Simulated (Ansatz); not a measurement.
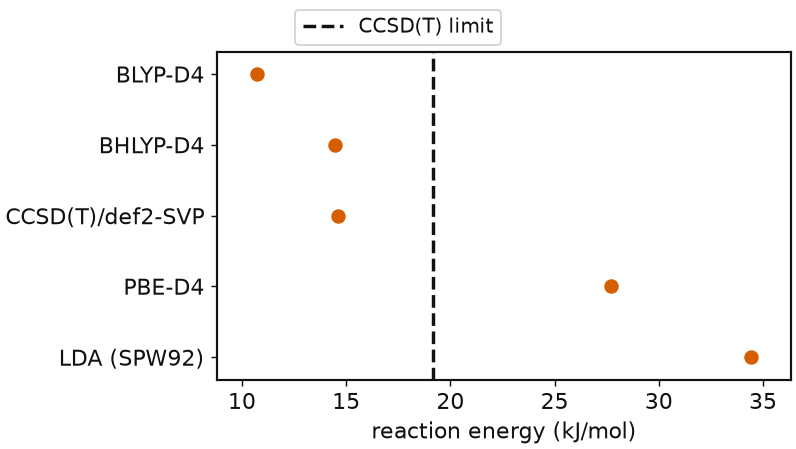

Electronic reaction energy of BSnSiH₇ ([BH2][SnH2][SiH3]) + H₂O (O) → BSnH₅O ([BH2][SnH2][OH]) + SiH₄ ([SiH4]) (SMILES in brackets) at several levels (functionals in def2-TZVPP unless a basis is named), isolated molecules at PBE0-D4 triple-zeta geometries, minima by their frequencies, no zero-point or thermal terms, the Ansatz code 0.2.0. The line is frozen-core CCSD(T) at the basis limit (MP2 extrapolated from triple and quadruple zeta, plus CCSD(T) less MP2 in a smaller set). The distance of CCSD(T)/def2-SVP to the limit includes basis error. Core potentials past Kr.

### Which level comes closest to the line (CCSD(T) limit), and which misses most?

Closest CCSD(T)/def2-SVP (14.6 kJ/mol), against 19.2 kJ/mol; farthest LDA (SPW92) (34.4 kJ/mol).

### Give the values.

```csv
level,kJ/mol,less CCSD(T) limit
BLYP-D4,10.7,−8.4
BHLYP-D4,14.4,−4.7
CCSD(T)/def2-SVP,14.6,−4.5
PBE-D4,27.7,8.6
LDA (SPW92),34.4,15.3
CCSD(T) limit,19.2,0.0
```

Note: outer-core shells are correlated without core-valence functions, which makes the correlated values less sure; spin-orbit coupling is left out, and with Sn it can shift these values.
